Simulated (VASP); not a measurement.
**Molecular dynamics, with input and output: Co5Si3 (part 1 of 6)**

- system: Co5Si3 (disordered cell, 16 atoms in the cell)
- method: Kohn-Sham DFT of a periodic cell, PBE, VASP PAW PBE potentials, recommended, no spin polarisation (VASP 6.6.1)

It belongs to a series of runs on one base structure; here: Langevin dynamics at 1010 K from the last frame before.

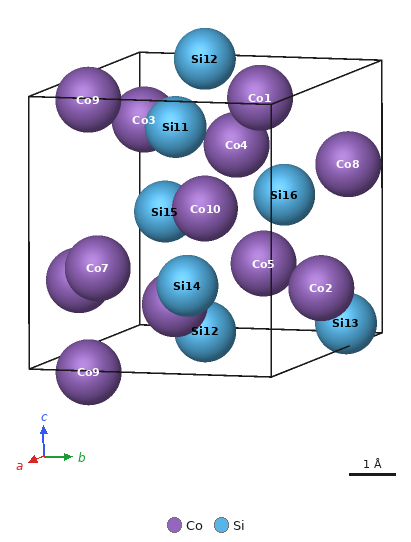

Figure 1. The starting structure (spheres-only view of the cell of the calculation, seen slightly off an axis; atoms are numbered from 1 in the order of the input).

Summary

| quantity | value |
| --- | --- |
| outcome | finished |
| mean temperature over the second half | 923 K |
| trajectory | 40 frames kept |
| electrons treated | 114 |
| potential energy (free energy of the electrons) (last step) | −102.0442 eV |
| Fermi energy of the self-consistent step (last step) | 8.316 eV |
| pressure (without the kinetic term) (last step) | −14.07 GPa |
| final volume (last step) | 216.33 Å³ |
| largest force (length of the vector) (last step) | 2.022 eV/Å |
| hardware | 1 thread of Intel Xeon (Sapphire Rapids), 64 GiB of memory available, shared host |
| wall time | 23 min |
| peak memory | 0.35 GiB |

Notes

The run has no spin polarisation, so a magnetic state may lie lower. The k-point mesh is coarse for a cell of this size, so the results may not be converged.

INCAR
```
  PREC = Accurate
  ENCUT = 520
  EDIFF = 1E-5
  ISMEAR = -1
  SIGMA = 0.087
  LREAL = Auto
  LASPH = True
  NELM = 60
  ALGO = Normal
  ISIF = 2
  LWAVE = False
  LCHARG = False
  GGA = PE
  ISYM = 0
  IBRION = 0
  NSW = 40
  POTIM = 3.0
  TEBEG = 1010.0
  TEEND = 1010.0
  NELMIN = 4
  RANDOM_SEED = 88941 0 0
  MDALGO = 3
  LANGEVIN_GAMMA = 30 30
```

KPOINTS
```
Automatic mesh
0
Gamma
  1 1 1
  0.25 0.25 0.25
```

POSCAR
```
Co5Si3
1.0
    6.0338460000      0.0132440000      0.0089480000
    0.0132440000      5.8666660000      0.1294660000
    0.0089480000      0.1294660000      6.1142670000
Co Si
10 6
Direct
    0.4142444878      0.6867288016      0.9203068556
    0.6330808840      0.0383713173      0.2677076788
    0.5074876686      0.2520069037      0.8429358989
    0.1255624392      0.4575605013      0.6944674664
    0.2894761106      0.6433138952      0.2906560073
    0.6375156511      0.4364741247      0.1916448992
    0.9207881498      0.2475638265      0.3640001643
    0.1109606594      0.9115910534      0.6338612858
    0.8624211223      0.1826637356      0.9712155448
    0.6082819408      0.5471176399      0.5413564932
    0.8257470905      0.5263140251      0.8752402421
    0.2257485869      0.3727511077      0.0234985775
    0.2200420650      0.9512558408      0.0689074614
    0.9353031132      0.6243673149      0.3133655885
    0.2882590888      0.2362544391      0.4693128127
    0.7409189786      0.9353614519      0.6249164630
```

Launch command:
```bash
cat potpaw_PBE.64/Co/POTCAR potpaw_PBE.64/Si/POTCAR > POTCAR
mpirun -np 1 vasp_std > vasp.out
```

OSZICAR
```
N       E                     dE             d eps       ncg     rms          rms(c)
DAV:   1     0.872280862526E+03    0.87228E+03   -0.47433E+04   136   0.191E+03
DAV:   2    -0.113544988051E+02   -0.88364E+03   -0.86225E+03   136   0.428E+02
DAV:   3    -0.104704276289E+03   -0.93350E+02   -0.83009E+02   140   0.163E+02
DAV:   4    -0.114665543662E+03   -0.99613E+01   -0.95185E+01   208   0.461E+01
DAV:   5    -0.114925993586E+03   -0.26045E+00   -0.25821E+00   192   0.832E+00    0.377E+01
DAV:   6    -0.148388508958E+03   -0.33463E+02   -0.50436E+02   188   0.204E+02    0.723E+01
DAV:   7    -0.109935750863E+03    0.38453E+02   -0.17222E+02   216   0.178E+02    0.370E+01
DAV:   8    -0.107887770424E+03    0.20480E+01   -0.72031E+01   224   0.119E+02    0.359E+01
DAV:   9    -0.106503814187E+03    0.13840E+01   -0.51415E+01   216   0.874E+01    0.335E+01
DAV:  10    -0.103175713468E+03    0.33281E+01   -0.28806E+01   216   0.602E+01    0.267E+01
DAV:  11    -0.100563279079E+03    0.26124E+01   -0.13247E+01   216   0.328E+01    0.870E+00
DAV:  12    -0.102186842349E+03   -0.16236E+01   -0.63358E+00   224   0.341E+01    0.233E+01
DAV:  13    -0.100393671838E+03    0.17932E+01   -0.64995E+00   240   0.255E+01    0.776E+00
DAV:  14    -0.100222196812E+03    0.17148E+00   -0.11539E+00   224   0.138E+01    0.526E+00
DAV:  15    -0.100314318116E+03   -0.92121E-01   -0.77399E-01   232   0.110E+01    0.671E+00
DAV:  16    -0.100139272895E+03    0.17505E+00   -0.66046E-01   248   0.106E+01    0.292E+00
DAV:  17    -0.100168498947E+03   -0.29226E-01   -0.34973E-01   240   0.794E+00    0.364E+00
DAV:  18    -0.100113876749E+03    0.54622E-01   -0.18593E-01   248   0.573E+00    0.142E+00
DAV:  19    -0.100119972980E+03   -0.60962E-02   -0.62953E-02   248   0.317E+00    0.184E+00
DAV:  20    -0.100109805012E+03    0.10168E-01   -0.36755E-02   232   0.243E+00    0.108E+00
DAV:  21    -0.100108084771E+03    0.17202E-02   -0.49265E-03   216   0.887E-01    0.952E-01
DAV:  22    -0.100104300798E+03    0.37840E-02   -0.46996E-03   240   0.884E-01    0.471E-01
DAV:  23    -0.100103647225E+03    0.65357E-03   -0.11375E-03   208   0.287E-01    0.277E-01
DAV:  24    -0.100103413063E+03    0.23416E-03   -0.33541E-04   192   0.185E-01    0.146E-01
DAV:  25    -0.100103322190E+03    0.90873E-04   -0.15501E-04   200   0.127E-01    0.491E-02
DAV:  26    -0.100103315498E+03    0.66923E-05   -0.64381E-05   136   0.590E-02
      1 T=  1023. E= -.97986973E+02 F= -.10010332E+03 E0= -.99835188E+02  EK= 0.21163E+01 SP= 0.00E+00 SK= 0.00E+00
       N       E                     dE             d eps       ncg     rms          rms(c)
DAV:   1    -0.100146124004E+03   -0.42802E-01   -0.22283E+01   136   0.180E+01    0.103E+00
DAV:   2    -0.100563115479E+03   -0.41699E+00   -0.16980E+00   216   0.147E+01    0.925E+00
DAV:   3    -0.100204601944E+03    0.35851E+00   -0.12039E+00   232   0.130E+01    0.199E+00
DAV:   4    -0.100187449359E+03    0.17153E-01   -0.11028E-01   208   0.384E+00    0.966E-01
DAV:   5    -0.100183883973E+03    0.35654E-02   -0.34365E-02   200   0.205E+00    0.747E-01
DAV:   6    -0.100183253493E+03    0.63048E-03   -0.22937E-02   208   0.198E+00    0.680E-01
DAV:   7    -0.100184414190E+03   -0.11607E-02   -0.21172E-02   240   0.164E+00    0.950E-01
DAV:   8    -0.100180524327E+03    0.38899E-02   -0.16405E-02   240   0.164E+00    0.332E-01
DAV:   9    -0.100183513384E+03   -0.29891E-02   -0.12763E-02   248   0.161E+00    0.793E-01
DAV:  10    -0.100179945954E+03    0.35674E-02   -0.91433E-03   264   0.143E+00    0.162E-01
DAV:  11    -0.100179878087E+03    0.67867E-04   -0.10019E-03   216   0.393E-01    0.105E-01
DAV:  12    -0.100179836117E+03    0.41970E-04   -0.40053E-04   208   0.227E-01    0.739E-02
DAV:  13    -0.100179816957E+03    0.19161E-04   -0.14864E-04   176   0.165E-01    0.384E-02
DAV:  14    -0.100179808309E+03    0.86476E-05   -0.35080E-05    80   0.842E-02
      2 T=  1220. E= -.97656205E+02 F= -.10017981E+03 E0= -.99909566E+02  EK= 0.25236E+01 SP= 0.00E+00 SK= 0.00E+00
       N       E                     dE             d eps       ncg     rms          rms(c)
DAV:   1    -0.100321545937E+03   -0.14173E+00   -0.40808E+00   136   0.899E+00    0.791E-01
DAV:   2    -0.100549899705E+03   -0.22835E+00   -0.85220E-01   224   0.119E+01    0.650E+00
DAV:   3    -0.100340598651E+03    0.20930E+00   -0.54754E-01   256   0.104E+01    0.108E+00
DAV:   4    -0.100336728004E+03    0.38706E-02   -0.45546E-02   216   0.224E+00    0.595E-01
DAV:   5    -0.100335647741E+03    0.10803E-02   -0.13107E-02   200   0.130E+00    0.450E-01
DAV:   6    -0.100335248657E+03    0.39908E-03   -0.69978E-03   208   0.121E+00    0.352E-01
DAV:   7    -0.100335099371E+03    0.14929E-03   -0.37390E-03   232   0.753E-01    0.396E-01
DAV:   8    -0.100334638360E+03    0.46101E-03   -0.35745E-03   256   0.712E-01    0.219E-01
DAV:   9    -0.100335741958E+03   -0.11036E-02   -0.51846E-03   240   0.842E-01    0.535E-01
DAV:  10    -0.100334368337E+03    0.13736E-02   -0.37600E-03   248   0.786E-01    0.750E-02
DAV:  11    -0.100334376326E+03   -0.79889E-05   -0.37246E-04   216   0.232E-01    0.884E-02
DAV:  12    -0.100334354662E+03    0.21664E-04   -0.17298E-04   168   0.170E-01    0.580E-02
DAV:  13    -0.100334337405E+03    0.17257E-04   -0.47692E-05    80   0.108E-01    0.141E-02
DAV:  14    -0.100334338972E+03   -0.15671E-05   -0.18952E-05    80   0.548E-02
      3 T=  1388. E= -.97464520E+02 F= -.10033434E+03 E0= -.10006067E+03  EK= 0.28698E+01 SP= 0.00E+00 SK= 0.00E+00
       N       E                     dE             d eps       ncg     rms          rms(c)
DAV:   1    -0.100427584114E+03   -0.93247E-01   -0.40732E+00   144   0.910E+00    0.565E-01
DAV:   2    -0.100494675165E+03   -0.67091E-01   -0.36091E-01   200   0.647E+00    0.339E+00
DAV:   3    -0.100447105420E+03    0.47570E-01   -0.18228E-01   192   0.546E+00    0.872E-01
DAV:   4    -0.100445506501E+03    0.15989E-02   -0.34491E-02   216   0.209E+00    0.796E-01
DAV:   5    -0.100442490505E+03    0.30160E-02   -0.14607E-02   216   0.145E+00    0.323E-01
DAV:   6    -0.100443118376E+03   -0.62787E-03   -0.60710E-03   240   0.993E-01    0.502E-01
DAV:   7    -0.100442198877E+03    0.91950E-03   -0.41203E-03   240   0.777E-01    0.272E-01
DAV:   8    -0.100442019825E+03    0.17905E-03   -0.19214E-03   240   0.572E-01    0.202E-01
DAV:   9    -0.100442297930E+03   -0.27810E-03   -0.22647E-03   240   0.572E-01    0.324E-01
DAV:  10    -0.100441762599E+03    0.53533E-03   -0.16832E-03   248   0.550E-01    0.550E-02
DAV:  11    -0.100441830089E+03   -0.67490E-04   -0.42095E-04   208   0.253E-01    0.133E-01
DAV:  12    -0.100441750461E+03    0.79628E-04   -0.27844E-04   216   0.210E-01    0.319E-02
DAV:  13    -0.100441747494E+03    0.29670E-05   -0.31750E-05    80   0.846E-02
      4 T=  1386. E= -.97575801E+02 F= -.10044175E+03 E0= -.10016604E+03  EK= 0.28659E+01 SP= 0.00E+00 SK= 0.00E+00
       N       E                     dE             d eps       ncg     rms          rms(c)
DAV:   1    -0.100513925540E+03   -0.72175E-01   -0.26178E+00   148   0.797E+00    0.510E-01
DAV:   2    -0.100571941321E+03   -0.58016E-01   -0.30615E-01   208   0.570E+00    0.318E+00
DAV:   3    -0.100529087015E+03    0.42854E-01   -0.14328E-01   208   0.519E+00    0.665E-01
DAV:   4    -0.100528643225E+03    0.44379E-03   -0.27984E-02   216   0.174E+00    0.758E-01
DAV:   5    -0.100526058622E+03    0.25846E-02   -0.12266E-02   224   0.133E+00    0.249E-01
DAV:   6    -0.100526719953E+03   -0.66133E-03   -0.43420E-03   216   0.892E-01    0.441E-01
DAV:   7    -0.100525779829E+03    0.94012E-03   -0.24860E-03   256   0.730E-01    0.136E-01
DAV:   8    -0.100526109487E+03   -0.32966E-03   -0.16073E-03   240   0.532E-01    0.305E-01
DAV:   9    -0.100525855635E+03    0.25385E-03   -0.17489E-03   256   0.502E-01    0.215E-01
DAV:  10    -0.100525656524E+03    0.19911E-03   -0.71884E-04   240   0.337E-01    0.559E-02
DAV:  11    -0.100525689672E+03   -0.33148E-04   -0.23748E-04   192   0.199E-01    0.103E-01
DAV:  12    -0.100525639304E+03    0.50368E-04   -0.15911E-04   176   0.170E-01    0.191E-02
DAV:  13    -0.100525640014E+03   -0.71036E-06   -0.21871E-05    80   0.659E-02
      5 T=  1368. E= -.97695854E+02 F= -.10052564E+03 E0= -.10024820E+03  EK= 0.28298E+01 SP= 0.00E+00 SK= 0.00E+00
       N       E                     dE             d eps       ncg     rms          rms(c)
DAV:   1    -0.100553919087E+03   -0.28280E-01   -0.22470E+00   148   0.745E+00    0.544E-01
DAV:   2    -0.100665474652E+03   -0.11156E+00   -0.41021E-01   200   0.778E+00    0.479E+00
DAV:   3    -0.100568471830E+03    0.97003E-01   -0.25523E-01   240   0.686E+00    0.758E-01
DAV:   4    -0.100566406231E+03    0.20656E-02   -0.24831E-02   216   0.175E+00    0.530E-01
DAV:   5    -0.100565038707E+03    0.13675E-02   -0.85113E-03   208   0.105E+00    0.309E-01
DAV:   6    -0.100565192450E+03   -0.15374E-03   -0.42706E-03   224   0.840E-01    0.361E-01
DAV:   7    -0.100564663319E+03    0.52913E-03   -0.21308E-03   240   0.570E-01    0.208E-01
DAV:   8    -0.100564655919E+03    0.73993E-05   -0.15493E-03   240   0.476E-01    0.216E-01
DAV:   9    -0.100565100618E+03   -0.44470E-03   -0.28760E-03   232   0.632E-01    0.372E-01
DAV:  10    -0.100564395183E+03    0.70543E-03   -0.20278E-03   248   0.605E-01    0.365E-02
DAV:  11    -0.100564443049E+03   -0.47866E-04   -0.30106E-04   208   0.208E-01    0.103E-01
DAV:  12    -0.100564390781E+03    0.52269E-04   -0.16497E-04   184   0.180E-01    0.225E-02
DAV:  13    -0.100564390950E+03   -0.16987E-06   -0.23261E-05    80   0.669E-02
      6 T=  1475. E= -.97513366E+02 F= -.10056439E+03 E0= -.10028552E+03  EK= 0.30510E+01 SP= 0.00E+00 SK= 0.00E+00
       N       E                     dE             d eps       ncg     rms          rms(c)
DAV:   1    -0.100547933716E+03    0.16457E-01   -0.25670E+00   144   0.787E+00    0.563E-01
DAV:   2    -0.100638223959E+03   -0.90290E-01   -0.37940E-01   216   0.683E+00    0.437E+00
DAV:   3    -0.100564910269E+03    0.73314E-01   -0.21883E-01   232   0.587E+00    0.811E-01
DAV:   4    -0.100562983021E+03    0.19272E-02   -0.25421E-02   216   0.188E+00    0.671E-01
DAV:   5    -0.100560960906E+03    0.20221E-02   -0.11615E-02   208   0.121E+00    0.315E-01
DAV:   6    -0.100561400979E+03   -0.44007E-03   -0.55222E-03   216   0.981E-01    0.441E-01
DAV:   7    -0.100560662051E+03    0.73893E-03   -0.30504E-03   240   0.717E-01    0.249E-01
DAV:   8    -0.100560551097E+03    0.11095E-03   -0.17455E-03   248   0.521E-01    0.205E-01
DAV:   9    -0.100561275201E+03   -0.72410E-03   -0.32921E-03   240   0.700E-01    0.450E-01
DAV:  10    -0.100560306096E+03    0.96910E-03   -0.26332E-03   256   0.684E-01    0.695E-02
DAV:  11    -0.100560305931E+03    0.16511E-06   -0.32527E-04   208   0.198E-01    0.661E-02
DAV:  12    -0.100560286139E+03    0.19792E-04   -0.12251E-04   168   0.131E-01    0.296E-02
DAV:  13    -0.100560283128E+03    0.30109E-05   -0.22785E-05    80   0.699E-02
      7 T=  1451. E= -.97559431E+02 F= -.10056028E+03 E0= -.10028056E+03  EK= 0.30009E+01 SP= 0.00E+00 SK= 0.00E+00
       N       E                     dE             d eps       ncg     rms          rms(c)
DAV:   1    -0.100532084119E+03    0.28202E-01   -0.16956E+00   148   0.672E+00    0.369E-01
DAV:   2    -0.100552679552E+03   -0.20595E-01   -0.14793E-01   200   0.356E+00    0.155E+00
DAV:   3    -0.100542701704E+03    0.99778E-02   -0.46435E-02   192   0.305E+00    0.533E-01
DAV:   4    -0.100542298350E+03    0.40335E-03   -0.11880E-02   224   0.121E+00    0.582E-01
DAV:   5    -0.100540870985E+03    0.14274E-02   -0.62187E-03   224   0.996E-01    0.193E-01
DAV:   6    -0.100541075193E+03   -0.20421E-03   -0.20674E-03   224   0.556E-01    0.293E-01
DAV:   7    -0.100540696033E+03    0.37916E-03   -0.14895E-03   248   0.507E-01    0.125E-01
DAV:   8    -0.100540894914E+03   -0.19888E-03   -0.11630E-03   240   0.403E-01    0.254E-01
DAV:   9    -0.100540706484E+03    0.18843E-03   -0.11730E-03   248   0.385E-01    0.165E-01
DAV:  10    -0.100540580913E+03    0.12557E-03   -0.42260E-04   240   0.265E-01    0.328E-02
DAV:  11    -0.100540605778E+03   -0.24865E-04   -0.17060E-04   180   0.153E-01    0.827E-02
DAV:  12    -0.100540573459E+03    0.32319E-04   -0.11135E-04   148   0.143E-01    0.105E-02
DAV:  13    -0.100540577710E+03   -0.42512E-05   -0.17611E-05    68   0.572E-02
      8 T=  1303. E= -.97845998E+02 F= -.10054058E+03 E0= -.10026006E+03  EK= 0.26946E+01 SP= 0.00E+00 SK= 0.00E+00
       N       E                     dE             d eps       ncg     rms          rms(c)
DAV:   1    -0.100534229517E+03    0.63439E-02   -0.36177E+00   136   0.822E+00    0.485E-01
DAV:   2    -0.100617446835E+03   -0.83217E-01   -0.32709E-01   216   0.691E+00    0.394E+00
DAV:   3    -0.100546352446E+03    0.71094E-01   -0.21455E-01   240   0.627E+00    0.845E-01
DAV:   4    -0.100543772544E+03    0.25799E-02   -0.21542E-02   208   0.147E+00    0.355E-01
DAV:   5    -0.100544014175E+03   -0.24163E-03   -0.72592E-03   200   0.975E-01    0.473E-01
DAV:   6    -0.100543230187E+03    0.78399E-03   -0.48823E-03   208   0.950E-01    0.239E-01
DAV:   7    -0.100543463761E+03   -0.23357E-03   -0.27196E-03   232   0.616E-01    0.360E-01
DAV:   8    -0.100543009670E+03    0.45409E-03   -0.23526E-03   248   0.631E-01    0.171E-01
DAV:   9    -0.100543627539E+03   -0.61787E-03   -0.30623E-03   248   0.679E-01    0.405E-01
DAV:  10    -0.100542823174E+03    0.80437E-03   -0.23774E-03   248   0.615E-01    0.505E-02
DAV:  11    -0.100542838906E+03   -0.15732E-04   -0.26782E-04   208   0.188E-01    0.760E-02
DAV:  12    -0.100542816983E+03    0.21923E-04   -0.12329E-04   152   0.144E-01    0.370E-02
DAV:  13    -0.100542810282E+03    0.67004E-05   -0.24408E-05    80   0.764E-02
      9 T=  1194. E= -.98073846E+02 F= -.10054281E+03 E0= -.10026181E+03  EK= 0.24690E+01 SP= 0.00E+00 SK= 0.00E+00
       N       E                     dE             d eps       ncg     rms          rms(c)
DAV:   1    -0.100619039845E+03   -0.76223E-01   -0.42945E+00   136   0.878E+00    0.614E-01
DAV:   2    -0.100751261965E+03   -0.13222E+00   -0.50335E-01   200   0.889E+00    0.503E+00
DAV:   3    -0.100634501366E+03    0.11676E+00   -0.30471E-01   248   0.772E+00    0.720E-01
DAV:   4    -0.100633062876E+03    0.14385E-02   -0.29136E-02   216   0.179E+00    0.664E-01
DAV:   5    -0.100631540474E+03    0.15224E-02   -0.12611E-02   200   0.123E+00    0.437E-01
DAV:   6    -0.100631154752E+03    0.38572E-03   -0.62972E-03   216   0.101E+00    0.323E-01
DAV:   7    -0.100630796944E+03    0.35781E-03   -0.25591E-03   240   0.611E-01    0.276E-01
DAV:   8    -0.100630707919E+03    0.89025E-04   -0.22341E-03   252   0.629E-01    0.252E-01
DAV:   9    -0.100631497472E+03   -0.78955E-03   -0.38827E-03   256   0.757E-01    0.501E-01
DAV:  10    -0.100630366008E+03    0.11315E-02   -0.34547E-03   256   0.734E-01    0.625E-02
DAV:  11    -0.100630371187E+03   -0.51791E-05   -0.29651E-04   200   0.197E-01    0.775E-02
DAV:  12    -0.100630341261E+03    0.29926E-04   -0.89834E-05   140   0.132E-01    0.194E-02
DAV:  13    -0.100630343549E+03   -0.22875E-05   -0.22503E-05    68   0.716E-02
     10 T=  1080. E= -.98396675E+02 F= -.10063034E+03 E0= -.10034839E+03  EK= 0.22337E+01 SP= 0.00E+00 SK= 0.00E+00
       N       E                     dE             d eps       ncg     rms          rms(c)
DAV:   1    -0.100764782078E+03   -0.13444E+00   -0.33823E+00   136   0.801E+00    0.579E-01
DAV:   2    -0.100883266398E+03   -0.11848E+00   -0.43317E-01   200   0.815E+00    0.487E+00
```
